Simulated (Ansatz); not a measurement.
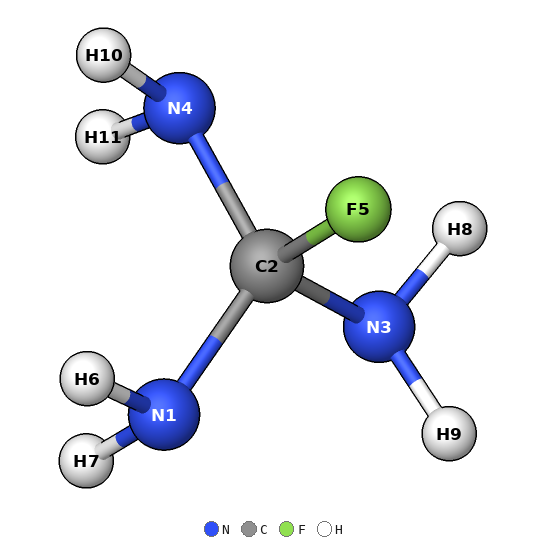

Sticks follow a distance rule. Harmonic vibrations computed with RKS PBE0-D4/def2-TZVP (Ansatz 0.2.0) at a stationary point of the same level.

Question: How many imaginary frequencies does it have?

Answer: A minimum: no imaginary frequency, and the lowest mode lies at 205 cm⁻¹.

Question: List the wavenumbers.

Answer: 27 modes: 205, 305, 371, 388, 497, 514, 541, 562, 778, 805, 839, 862, 959, 1049, 1160, 1265, 1348, 1410, 1629, 1631, 1644, 3547, 3551, 3567, 3642, 3644, 3666 cm⁻¹.
